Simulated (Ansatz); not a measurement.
Cu2SnHgF4

```
CELL_PARAMETERS angstrom
5.32929 0.00000 0.00000
0.00000 5.32929 0.00000
0.00000 0.00000 9.37373
ATOMIC_POSITIONS crystal
Sn 0.00000 0.00000 0.50000
Sn 0.50000 0.50000 0.00000
F 0.31124 0.31124 0.19123
F 0.81124 0.81124 0.69123
F 0.81124 0.18876 0.30877
F 0.31124 0.68876 0.80877
F 0.18876 0.18876 0.69123
F 0.68876 0.68876 0.19123
F 0.18876 0.81124 0.30877
F 0.68876 0.31124 0.80877
Cu 0.00000 0.50000 0.25000
Cu 0.50000 0.00000 0.75000
Cu 0.50000 0.00000 0.25000
Cu 0.00000 0.50000 0.75000
Hg 0.00000 0.00000 0.00000
Hg 0.50000 0.50000 0.50000
```

Space group I-42m; built by placing these elements on a known structure type; computed pressure about 5 GPa in this cell; computed without spin polarisation.

These are results of Ansatz 0.2.0, DFT, PAW plane waves, PBE, not measurements.

Core electrons are frozen (PAW), and the valence fields are smoothed inside the atomic spheres.

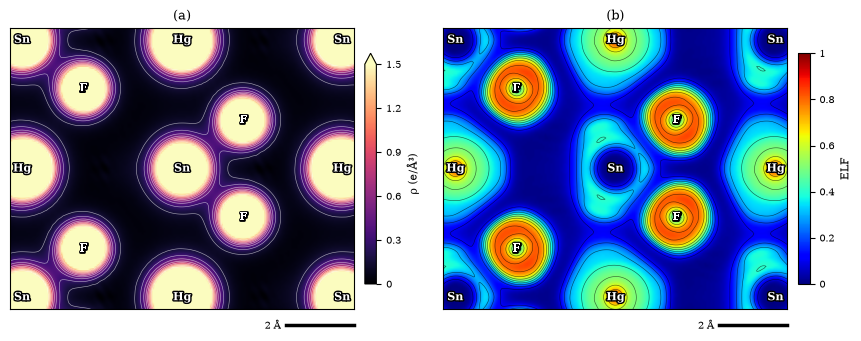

Figure 1. (a) valence pseudo-density; (b) ELF on the (11̄0) plane of the conventional cell.

**Interpret the plot.**

- Atoms in the plane: Sn, F and Hg.
- Sn–F (2.29 Å): the density is about 0.38 e/Å³ at the midpoint; the ELF is about 0.15 at the midpoint: no shared electron pair shows on this line.
- Hg–F (2.95 Å): the density is about 0.13 e/Å³ at the midpoint, with its minimum of 0.11 e/Å³ about 1.6 Å from Hg; the ELF is about 0.10 at the midpoint; no shared electron pair shows on this line.
- The density dies away to nearly zero in the voids.
- The features right at Hg lie inside the PAW spheres, where the map follows smoothed inner orbitals and isn't to be read closely.

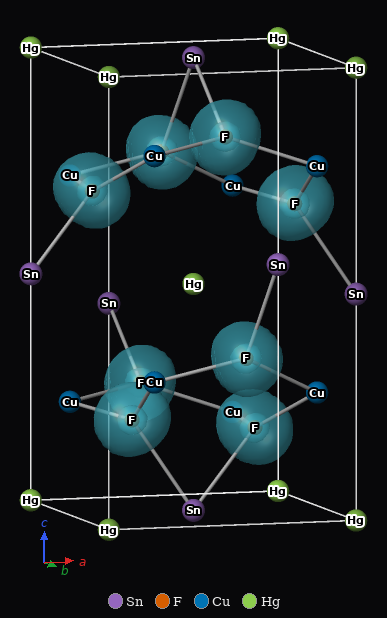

Figure 2. Isosurface of the ELF at 0.7 (cyan), seen at an oblique angle. Only the valence region is drawn (cores and ρ < 0.01 e/Å³ removed). Sticks mark near contacts.

**What do the ELF domains correspond to?**

The surface consists of eight regions wrapped around F (the valence shell of each), counted in one cell of 16 atoms. Regions shared between cells count once. Along the contacts the grid gives the following. Cu–F (2.02 Å): the ELF peaks at about 0.80 in the valence shell of F, 0.6 Å from its nucleus, and is about 0.10 at the midpoint: no localised pair shows between them.

**Which way does charge flow, and how much by Bader's partition?**

Electrons move from Sn and Cu towards F. Bader charges: Sn +1.38, F −0.76, Cu +0.82 and Hg +0.04 e.
